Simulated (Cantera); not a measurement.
Charge: 1 mol H2S, 0.46 mol H2, at 120 bar.

Equilibrium computed with Cantera from the NASA thermochemical tables; the gas is ideal and each condensed phase is pure. Candidate condensed phases: S; 14 gas species. Ions and electrons are included (thermal ionisation). The ideal-gas law is rough above about 30 bar. Rates play no part.

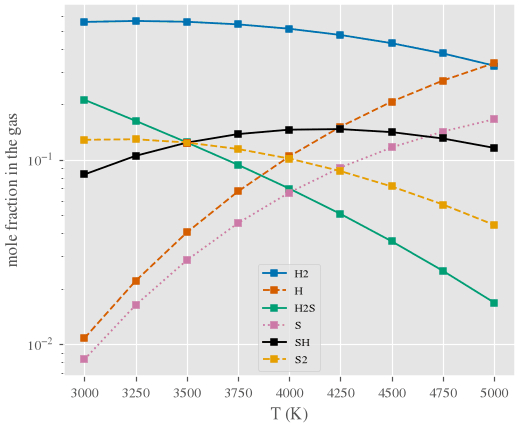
Fig. 1. Equilibrium gas composition (values under 1e-9 drawn at 1e-9)

From 3000 K to 5000 K nothing is condensed.
